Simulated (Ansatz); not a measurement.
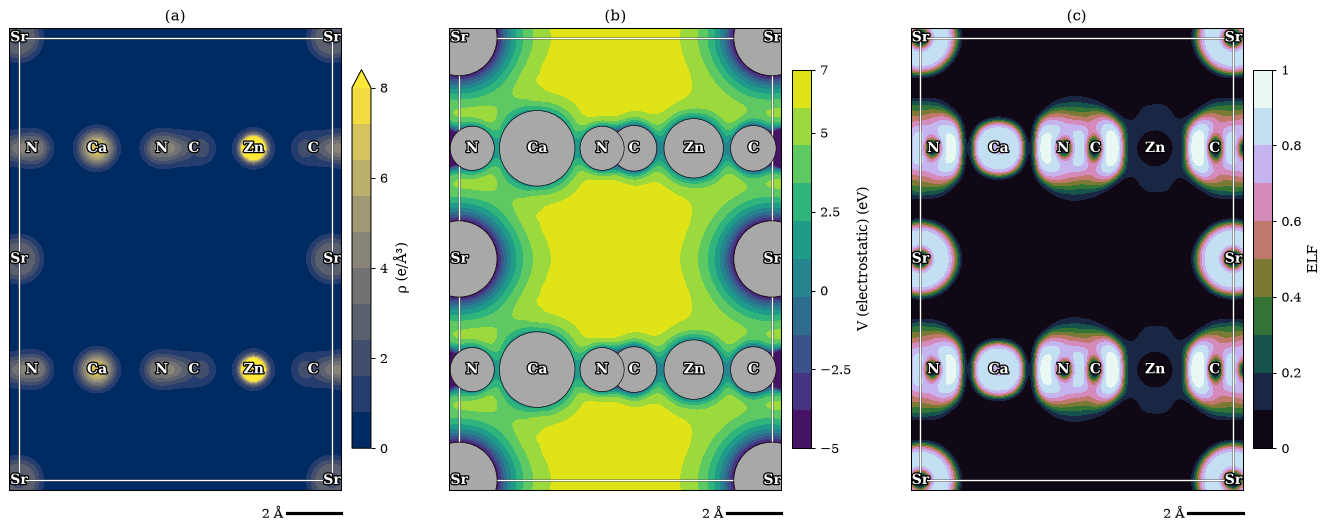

SrCaZnC₆N₆. (a) valence pseudo-density; (b) electrostatic potential (local pseudopotential plus Hartree) felt by an electron; (c) electron localisation function on the (101) plane of the conventional cell. Grey discs cover the atomic cores in the potential map.

Space group F-43m; a structure generated by program, which may or may not match a known phase.

The calculation used Ansatz, DFT PBE, scalar-relativistic, plane waves, PAW.

Input file:

```
crystal:
  lattice:
    - [0.0, 5.7350196747, 5.7350196747]
    - [5.7350196747, 0.0, 5.7350196747]
    - [5.7350196747, 5.7350196747, 0.0]
  atoms:
    - { symbol: Sr, position: [0.25, 0.25, 0.25] }
    - { symbol: Ca, position: [0.5, 0.5, 0.5] }
    - { symbol: Zn, position: [0.0, 0.0, 0.0] }
    - { symbol: C, position: [0.8093986423, 0.1906013577, 0.1906013577] }
    - { symbol: C, position: [0.8093986423, 0.1906013577, 0.8093986423] }
    - { symbol: C, position: [0.8093986423, 0.8093986423, 0.1906013577] }
    - { symbol: C, position: [0.1906013577, 0.8093986423, 0.8093986423] }
    - { symbol: C, position: [0.1906013577, 0.8093986423, 0.1906013577] }
    - { symbol: C, position: [0.1906013577, 0.1906013577, 0.8093986423] }
    - { symbol: "N", position: [0.7073230593, 0.2926769407, 0.2926769407] }
    - { symbol: "N", position: [0.7073230593, 0.2926769407, 0.7073230593] }
    - { symbol: "N", position: [0.7073230593, 0.7073230593, 0.2926769407] }
    - { symbol: "N", position: [0.2926769407, 0.7073230593, 0.7073230593] }
    - { symbol: "N", position: [0.2926769407, 0.7073230593, 0.2926769407] }
    - { symbol: "N", position: [0.2926769407, 0.2926769407, 0.7073230593] }
basis:
  ecutwfc: 420
kpoints:
  mp_grid: { grid: [4, 4, 4] }
hamiltonian:
  xc: pbe
scf:
  occupations: { method: gaussian, width: 0.02 }
output:
  forces: true
  stress: true
  eigenvalues: true
  write_density: true
  write_potential: true
  elf: true
  volumetric_format: npy
relax:
  adjacent_minimum: "off"
  f_tol: 0.01
  max_steps: 80
  cell: { stress_tol: 0.05 }
```

Command:

```sh
ansatz run input.yaml --threads 1 --pin off --max-ram 2560MiB --backend cpu --events-out ev --progress --plain --runs-dir out
```

Below, planes, directions and counts refer to the conventional cell (a = 11.50 Å, b = 11.50 Å, c = 11.50 Å, α = 90.00°, β = 90.00°, γ = 90.00°).

The fields are those of the run's last geometry, not of the input's.

Question: What does the map show?

Answer: The section cuts through Sr, Ca, Zn, C and N sites.
C–N (1.17 Å): ρ at the midpoint is about 3.6 e/Å³; the ELF peaks at about 0.85 between the atoms (inside overlapping PAW spheres, so only a guide): a multiple bond.
Zn–C (2.19 Å): the density is about 0.44 e/Å³ at the midpoint; the ELF peaks at about 0.95 in the valence shell of C, 0.6 Å from its nucleus, and is about 0.30 at the midpoint.
Ca–N (2.39 Å): ρ is about 0.27 e/Å³ halfway; the ELF peaks at about 0.95 in the valence shell of N, 0.6 Å from its nucleus, and is about 0.10 at the midpoint; a closed-shell, largely ionic contact.
Sr–N (4.10 Å): ρ at the midpoint is about 0.01 e/Å³; the ELF is about 0 at the midpoint (no localised pair shows between them).
Sr–C (4.12 Å): ρ at the midpoint is about 0.01 e/Å³; the ELF is about 0 at the midpoint (no shared electron pair shows on this line).
The density dies away to nearly zero in the voids.
The features right at Sr and Ca lie inside the PAW spheres, where the map follows smoothed inner orbitals and isn't to be read closely.
Outside the cores the potential energy rises away from the atoms and is highest about 1.7 Å from the nearest atoms; its zero is arbitrary.
